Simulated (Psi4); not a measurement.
**PBE0/def2-TZVPPD run of HCl (SMILES Cl)**

What is the vertical electron affinity of HCl at PBE0/def2-TZVPPD? 

Program for the calculation: Psi4 1.11.

1 further run of the same task is left out (it didn't finish).

## (1) The molecule

HCl: 2 atoms, total charge 0, spin state singlet. As SMILES, `Cl`. Geometry: relaxed at PBE0-D4/def2-TZVP.

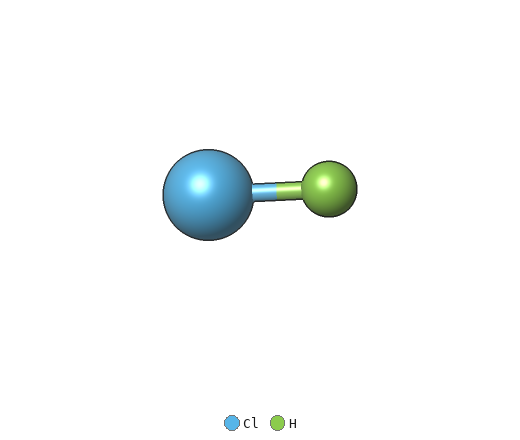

The structure, seen from a chosen angle (chlorine blue, hydrogen green).

## (2) Energy and gradient at PBE0/def2-TZVPPD

Input file clh.py:

```python
import psi4

psi4.set_memory(1600000000)
psi4.set_num_threads(1)
psi4.set_output_file('clh.out', False)

molecule = psi4.geometry("""
0 1
Cl     0.546000    -0.178500     0.280800
H     -0.546000     0.178500    -0.280800
units angstrom
symmetry c1
no_reorient
no_com
""")

options = {'puream': True, 'e_convergence': 1e-09, 'd_convergence': 1e-08, 'scf_type': 'pk', 'dft_radial_points': 99, 'dft_spherical_points': 590}
psi4.set_options(options)

e, wfn = psi4.gradient("pbe0/def2-TZVPPD", return_wfn=True)
psi4.oeprop(wfn, "LOWDIN_CHARGES", "DIPOLE", "QUADRUPOLE", title="PBE0")
print('gradient / Eh bohr^-1')
print(e.np.round(6))
print(f'energy = {wfn.energy():.10f} Eh')
for k, v in sorted(psi4.core.scalar_variables().items()):
    print(f'{k:45s} {v:18.10f}')
```

Run with:

```console
python clh.py
```

clh.out (excerpt; [...] marks lines left out):

```text
[...]
  Running in c1 symmetry.
[...]
  Nuclear repulsion =    7.034776949773978
[...]
  Multiplicity = 1
[...]
  Nalpha       = 9
  Nbeta        = 9
[...]
    Number of basis functions: 68
[...]
   @RKS iter   1:  -460.64250127951760   -9.17694e-02   4.26014e-03 ADIIS/DIIS
[...]
   @RKS iter   8:  -460.66670733825373   -2.38742e-12   3.08720e-09 DIIS
[...]
    Orbital Energies [Eh]
    ---------------------
    Doubly Occupied:
       1A   -101.715057     2A     -9.541538     3A     -7.275496
       4A     -7.267332     5A     -7.267332     6A     -0.869971
       7A     -0.489198     8A     -0.349263     9A     -0.349263
[...]
  @RKS Final Energy:  -460.66670733825373
   => Energetics <=
    Nuclear Repulsion Energy =              7.0347769497739776
    One-Electron Energy =                -649.9731809703204135
    Two-Electron Energy =                 203.7518985712417532
    DFT Exchange-Correlation Energy =     -21.4802018889491428
    Empirical Dispersion Energy =           0.0000000000000000
    VV10 Nonlocal Energy =                  0.0000000000000000
    Total Energy =                       -460.6667073382537296
[...]
  -Total Gradient:
     Atom            X                  Y                   Z
    ------   -----------------  -----------------  -----------------
       1        0.000310582830    -0.000101536694     0.000159728311
       2       -0.000310392503     0.000101474472    -0.000159630429
[...]
 Multipole Moments:
 ------------------------------------------------------------------------------------
     Multipole            Electronic (a.u.)      Nuclear  (a.u.)        Total (a.u.)
 ------------------------------------------------------------------------------------
 L = 1.  Multiply by 2.5417464519 to convert [e a0] to [Debye]
 Dipole X            :        -16.8842760           16.5086474           -0.3756285
 Dipole Y            :          5.5198595           -5.3970578            0.1228016
 Dipole Z            :         -8.6833419            8.4901615           -0.1931804
 Magnitude           :                                                    0.4398815
 L = 2.  Multiply by 1.3450342976 to convert [e a0^2] to [Debye ang]
 Quadrupole XX       :        -28.3175943           19.1626481           -9.1549462
 Quadrupole XY       :          5.8482113           -6.2647119           -0.4165006
[...]
```

The script printed:

```text
gradient / Eh bohr^-1
[[ 0.000311 -0.000102  0.00016 ]
 [-0.00031   0.000101 -0.00016 ]]
energy = -460.6667073383 Eh
CURRENT ENERGY                                   -460.6667073383
CURRENT REFERENCE ENERGY                         -460.6667073383
DD SOLVATION ENERGY                                 0.0000000000
DFT FUNCTIONAL TOTAL ENERGY                      -460.6667073383
DFT TOTAL ENERGY                                 -460.6667073383
DFT VV10 ENERGY                                     0.0000000000
DFT XC ENERGY                                     -21.4802018889
GRID ELECTRONS ALPHA                                9.0000000034
GRID ELECTRONS BETA                                 9.0000000034
GRID ELECTRONS TOTAL                               18.0000000068
NUCLEAR REPULSION ENERGY                            7.0347769498
ONE-ELECTRON ENERGY                              -649.9731809703
PCM POLARIZATION ENERGY                             0.0000000000
PE ENERGY                                           0.0000000000
SCF ITERATION ENERGY                             -460.6667073383
SCF ITERATIONS                                      8.0000000000
SCF TOTAL ENERGY                                 -460.6667073383
TWO-ELECTRON ENERGY                               203.7518985712
XC GRID RADIAL POINTS                              99.0000000000
XC GRID SPHERICAL POINTS                          590.0000000000
XC GRID TOTAL POINTS                           113692.0000000000
```

It took 6.9 s on 1 thread of Intel Xeon Platinum 8259CL at 2.50GHz (Skylake/Cascade Lake), shared host; peak memory 0.46 GiB.

## (3) The doublet anion: a single-point energy at UPBE0/def2-TZVPPD

Input file clh.inp:

```
memory 1600 MB

molecule {
  -1 2
  Cl     0.546000    -0.178500     0.280800
  H     -0.546000     0.178500    -0.280800
  symmetry c1
  no_reorient
  no_com
}

set {
  basis def2-TZVPPD
  reference uks
  puream true
  e_convergence 1e-09
  d_convergence 1e-08
  scf_type pk
  dft_radial_points 99
  dft_spherical_points 590
  maxiter 100
}

e_tot, wfn = energy('pbe0', return_wfn=True)
oeprop(wfn, 'DIPOLE', 'QUADRUPOLE', 'MULLIKEN_CHARGES')
print_variables()
```

Run with:

```console
psi4 -i clh.inp -o clh.out -n 1
```

clh.out (excerpt; [...] marks lines left out):

```text
[...]
  Running in c1 symmetry.
[...]
  Nuclear repulsion =    7.034776949773978
[...]
  Multiplicity = 2
[...]
  Nalpha       = 10
  Nbeta        = 9
[...]
    Number of basis functions: 68
[...]
   @UKS iter   1:  -460.51691011466488    3.38218e-02   6.00916e-03 ADIIS/DIIS
[...]
   @UKS iter  13:  -460.61852280032656   -3.04681e-11   5.88044e-09 DIIS
[...]
   @S^2 Observed:                7.502973596E-01
[...]
  @UKS Final Energy:  -460.61852280032656
   => Energetics <=
    Nuclear Repulsion Energy =              7.0347769497739776
    One-Electron Energy =                -653.6351847870308802
    Two-Electron Energy =                 207.5721331926946220
    DFT Exchange-Correlation Energy =     -21.5902481557643391
    Empirical Dispersion Energy =           0.0000000000000000
    VV10 Nonlocal Energy =                  0.0000000000000000
    Total Energy =                       -460.6185228003265593
[...]
 Multipole Moments:
 ------------------------------------------------------------------------------------
     Multipole            Electronic (a.u.)      Nuclear  (a.u.)        Total (a.u.)
 ------------------------------------------------------------------------------------
 L = 1.  Multiply by 2.5417464519 to convert [e a0] to [Debye]
 Dipole X            :        -15.4277097           16.5086474            1.0809377
 Dipole Y            :          5.0436743           -5.3970578           -0.3533835
 Dipole Z            :         -7.9342507            8.4901615            0.5559108
 Magnitude           :                                                    1.2658369
 L = 2.  Multiply by 1.3450342976 to convert [e a0^2] to [Debye ang]
 Quadrupole XX       :        -40.8077457           19.1626481          -21.6450976
 Quadrupole XY       :          7.6187857           -6.2647119            1.3540738
[...]
  Mulliken Charges: (a.u.)
   Center  Symbol    Alpha    Beta     Spin     Total
       1    CL    10.39710  8.65527  1.74183 -2.05237
       2     H    -0.39710  0.34473 -0.74183  1.05237
   Total alpha = 10.00000, Total beta =  9.00000, Total charge = -1.00000
  Variable Map:
  ----------------------------------------------------------------------------
  "CURRENT ENERGY"              =>    -460.618522800327
  "CURRENT REFERENCE ENERGY"    =>    -460.618522800327
  "DD SOLVATION ENERGY"         =>       0.000000000000
  "DFT FUNCTIONAL TOTAL ENERGY" =>    -460.618522800327
[...]
```

It took 9.3 s on 1 thread of Intel Xeon Platinum 8259CL at 2.50GHz (Skylake/Cascade Lake), shared host; peak memory 0.46 GiB.

## (4) Outcome

At PBE0/def2-TZVPPD:

| quantity | value |
| --- | --- |
| singlet HCl: total energy | -460.66671 Eh |
| singlet HCl: dipole moment | 1.12 D |
| singlet HCl: HOMO energy | -9.50 eV |
| singlet HCl: LUMO energy | -0.11 eV |
| singlet HCl: HOMO–LUMO gap | 9.39 eV |
| singlet HCl: largest force on an atom | 0.019 eV/Å |
| doublet anion: total energy | -460.61852 Eh |
| doublet anion: HOMO energy (highest over α and β) | 2.84 eV |
| doublet anion: LUMO energy (lowest over α and β) | 4.56 eV |
| doublet anion: ⟨S²⟩ | 0.750 |
| vertical electron affinity (to the doublet anion) | -1.311 eV |

What this shows: The anion lies 1.31 eV (127 kJ/mol) above the neutral: the electron isn't bound at this level, and such a value depends on the basis. The HOMO (doublet anion) lies at positive energy, 2.84 eV; only total energies tell whether the electron is bound.
